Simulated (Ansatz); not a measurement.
**One shape, several levels: BH2SCl (SMILES SBCl)**

We compute a comparison of 6 runs (CAM-B3LYP/STO-3G, PBE0/STO-3G, UPBE0/STO-3G, r2SCAN/STO-3G, wB97M-V/STO-3G, CCSDT/STO-3G) of BH2SCl. 

Program for the calculation: Ansatz 0.2.0.

61 further runs of the same task are left out: 1 that didn't finish, 60 set aside as unsound or not needed.

## Step 1: The system as given

BH2SCl: 5 atoms, total charge 0, spin state singlet. As SMILES, `SBCl`. The H4–S1 distance was set to 2.015 Å, away from the relaxed value. At this shape a bond of the SMILES string is far longer than usual.

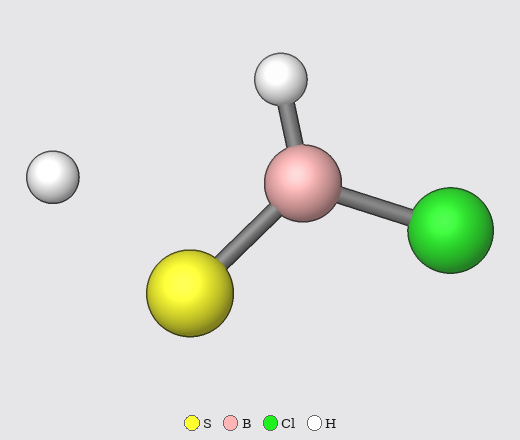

The structure, seen from a chosen angle (sulfur yellow, boron pink, chlorine green, hydrogen white).

## Step 2: The energy at CAM-B3LYP/STO-3G (run 1)

input.yaml

```yaml
basis:
  gaussian:
    orbitals: STO-3G
crystal:
  periodic: [false, false, false]
  atoms:
    - {symbol: S, position_ang: [-1.362950, -0.637300, -0.096700]}
    - {symbol: B, position_ang: [0.334450, -0.846300, 0.391500]}
    - {symbol: Cl, position_ang: [0.820250, -2.367400, 1.095700]}
    - {symbol: H, position_ang: [-1.157600, 1.248200, -0.777100]}
    - {symbol: H, position_ang: [1.141950, 0.014900, 0.252500]}
hamiltonian:
  xc: {name: CAM-B3LYP}
accuracy: high
```

Command:

```console
$ ansatz run input.yaml --threads 1 --pin off --max-ram 2610MiB --events-out events.jsonl --progress --plain --runs-dir runs
```

Standard output:

```text
Warning: RAYON_NUM_THREADS=1 ignored (pool sized by the plan → 1); use --threads N
Functional definition: CAM-B3LYP
  name "CAM-B3LYP"
  parameter alpha = 0.19
  parameter beta = 0.46
  parameter omega = 0.33/bohr
  parameter ac = 0.81
  exchange = (1 - alpha - beta)*b88_x + beta*b88_x_sr(omega) + alpha*exact_x + beta*exact_x_lr(omega)
  correlation = (1 - ac)*vwn5_c + ac*lyp_c
448 factors; integrals over basis functions are off by at most 1.4e-8 eV
180 factors; integrals over basis functions are off by at most 1.4e-9 eV
mean field evaluation 1: about -23798.3383 eV, gradient 1.7e1 eV
mean field evaluation 2: about -23798.7895 eV, gradient 1.5e1 eV
mean field evaluation 4: about -23799.5514 eV, gradient 9.0e-1 eV
mean field evaluation 8: about -23799.5047 eV, gradient 3.4e-3 eV
mean field evaluation 16: about -23799.5047 eV, gradient 4.8e-8 eV
mean field -23799.50474263 eV, -874.6156674080 hartree, gradient 4.8e-8 eV, S^2 0.000000; 0 other end points of the search recorded, 0 dependent functions left out
reference -23799.50475648 eV, -874.6156679170 hartree; 20, 20 occupied and 5, 5 virtual orbitals, 448 factors
Total energy: -23799.50475648 eV, -874.6156679170 hartree
```

Wall time 1.6 s (1 thread of Arm Neoverse V1, shared host); peak memory 0.1 GiB.

## Step 3: A single-point energy at PBE0/STO-3G (run 2)

input.yaml: that of step 2 with these lines changed.

```diff
@@ -1,4 +1 @@
-basis:
-  gaussian:
-    orbitals: STO-3G
 crystal:
@@ -11,4 +8,5 @@
     - {symbol: H, position_ang: [1.141950, 0.014900, 0.252500]}
-hamiltonian:
-  xc: {name: CAM-B3LYP}
+basis:
+  gaussian: {orbitals: STO-3G}
+hamiltonian: {xc: pbe0}
 accuracy: high
```

Command:

```console
$ ansatz run input.yaml --threads 1 --pin off --max-ram 2610MiB --events-out events.jsonl --progress --plain --runs-dir runs
```

Standard output:

```text
Warning: RAYON_NUM_THREADS=1 ignored (pool sized by the plan → 1); use --threads N
Functional definition: PBE0
  name "PBE0"
  parameter a = 0.25
  parameter kappa = 0.804
  parameter beta = 0.06672455060314922
  exchange = (1 - a)*pbe_x(kappa = kappa, mu = beta*pi^2/3) + a*exact_x
  correlation = pbe_c(beta = beta)
448 factors; integrals over basis functions are off by at most 1.4e-8 eV
mean field evaluation 1: about -23792.2393 eV, gradient 1.3e1 eV
mean field evaluation 2: about -23792.2866 eV, gradient 1.4e1 eV
mean field evaluation 4: about -23792.9882 eV, gradient 7.8e-1 eV
mean field evaluation 8: about -23792.9485 eV, gradient 1.3e-2 eV
mean field evaluation 16: about -23792.9485 eV, gradient 8.4e-9 eV
mean field -23792.94850222 eV, -874.3747300168 hartree, gradient 8.4e-9 eV, S^2 0.000000; 0 other end points of the search recorded, 0 dependent functions left out
reference -23792.94850358 eV, -874.3747300670 hartree; 20, 20 occupied and 5, 5 virtual orbitals, 448 factors
Total energy: -23792.94850358 eV, -874.3747300670 hartree
```

Run time: 1.4 s. Hardware: 1 thread of Arm Neoverse V1, shared host; peak memory 0.099 GiB.

## Step 4: A single-point energy at UPBE0/STO-3G (run 3)

input.yaml: that of step 3 with these lines changed.

```diff
@@ -1 +1,4 @@
+basis:
+  gaussian:
+    orbitals: STO-3G
 crystal:
@@ -8,5 +11,7 @@
     - {symbol: H, position_ang: [1.141950, 0.014900, 0.252500]}
-basis:
-  gaussian: {orbitals: STO-3G}
-hamiltonian: {xc: pbe0}
+magnetization:
+  spin_polarized: true
+  initial_magnetization: 0
+hamiltonian:
+  xc: pbe0
 accuracy: high
```

Command:

```console
$ ansatz run input.yaml --threads 1 --pin off --max-ram 2610MiB --events-out events.jsonl --progress --plain --runs-dir runs
```

Standard output:

```text
Warning: RAYON_NUM_THREADS=1 ignored (pool sized by the plan → 1); use --threads N
Functional definition: PBE0
  name "PBE0"
  parameter a = 0.25
  parameter kappa = 0.804
  parameter beta = 0.06672455060314922
  exchange = (1 - a)*pbe_x(kappa = kappa, mu = beta*pi^2/3) + a*exact_x
  correlation = pbe_c(beta = beta)
448 factors; integrals over basis functions are off by at most 1.4e-8 eV
mean field evaluation 1: about -23792.2393 eV, gradient 9.3e0 eV
mean field evaluation 2: about -23792.2866 eV, gradient 1.0e1 eV
mean field evaluation 4: about -23792.9882 eV, gradient 5.5e-1 eV
mean field evaluation 8: about -23792.9485 eV, gradient 2.6e-3 eV
mean field evaluation 16: about -23792.9485 eV, gradient 1.5e-8 eV
mean field -23792.94850222 eV, -874.3747300168 hartree, gradient 1.5e-8 eV, S^2 0.000000; 1 other end points of the search recorded, 0 dependent functions left out
reference -23792.94850358 eV, -874.3747300670 hartree; 20, 20 occupied and 5, 5 virtual orbitals, 448 factors
Total energy: -23792.94850358 eV, -874.3747300670 hartree
```

It took 2.8 s on 1 thread of Arm Neoverse V1, shared host; peak memory 0.15 GiB.

Runs 4 to 5 aren't shown in full; the table further down has their settings and results.

## Step 5: The energy at CCSDT/STO-3G (run 6)

run.yaml

```yaml
basis:
  gaussian:
    orbitals: STO-3G
crystal:
  periodic: [false, false, false]
  atoms:
    - {symbol: S, position_ang: [-1.362950, -0.637300, -0.096700]}
    - {symbol: B, position_ang: [0.334450, -0.846300, 0.391500]}
    - {symbol: Cl, position_ang: [0.820250, -2.367400, 1.095700]}
    - {symbol: H, position_ang: [-1.157600, 1.248200, -0.777100]}
    - {symbol: H, position_ang: [1.141950, 0.014900, 0.252500]}
correlation:
  method: ccsdt
  frozen_orbitals: {B: 1, Cl: 5, H: 0, S: 5}
accuracy: high
scf:
  omitted_lower_state_checks: [cluster_reference, increment]
```

Command:

```console
$ ansatz run run.yaml --threads 1 --pin off --max-ram 2610MiB --events-out events.jsonl --progress --plain --runs-dir runs
```

Standard output (excerpt; [...] marks lines left out):

```text
Warning: RAYON_NUM_THREADS=1 ignored (pool sized by the plan → 1); use --threads N
Functional definition: HF
  name "HF"
[...]
448 factors; integrals over basis functions are off by at most 1.4e-8 eV
[...]
mean field -23761.38216603 eV, -873.2146885584 hartree, gradient 2.4e-8 eV, S^2 0.000000; 0 other end points of the search recorded, 0 dependent functions left out; unrestricted orbitals would lower it
11 core orbitals not correlated: weight in the atoms' cores, before any rotation towards them, 1.000 or more for the frozen orbitals, at most 0.000 for the correlated occupied ones
reference -23761.38216603 eV, -873.2146885584 hartree; 9, 9 occupied and 5, 5 virtual orbitals, 448 factors
second order -2.84493840 eV of doubles, -0.00000000 eV of singles
cycle   1  -3.49629444 eV  change   -6.5e-1 eV  update   1.2e-1
[...]
cycle  28  -4.19807388 eV  change   -1.4e-9 eV  update   1.9e-9
Total energy: -23765.58023991 eV, -873.3689649279 hartree
Checks for a lower state left out: cluster_reference, increment
```

Run time: 0.5 s. Hardware: 1 thread of Arm Neoverse V1, shared host.

## Step 6: All runs side by side

```
run             level  frozen core orbitals  energy (Eh)  wall time
  1  CAM-B3LYP/STO-3G                     –  -874.615668      1.6 s
  2       PBE0/STO-3G                     –  -874.374730      1.4 s
  3      UPBE0/STO-3G                     –  -874.374730      2.8 s
  4     r2SCAN/STO-3G                     –  -874.640475      3.3 s
  5    wB97M-V/STO-3G                     –  -874.746123       23 s
  6      CCSDT/STO-3G                    11  -873.368965      0.5 s
```

## Step 7: Summary of results

```
                                           quantity          value
                                run 6: total energy  -873.36896 Eh
run 6: correlation energy (11 core orbitals frozen)     -154.3 mEh
                               run 6: T1 diagnostic          0.020
```

**Reading.** Totals of different functionals can't be ranked against each other. In run 6 the log says that unrestricted orbitals would lower the reference, so the values rest on an unstable closed-shell determinant (other closed-shell runs at this shape may share the fault). In runs 1, 2, 3, 4, 5, 6 the basis is minimal, so the values are rough. All runs together took 33 s, the longest 23 s.
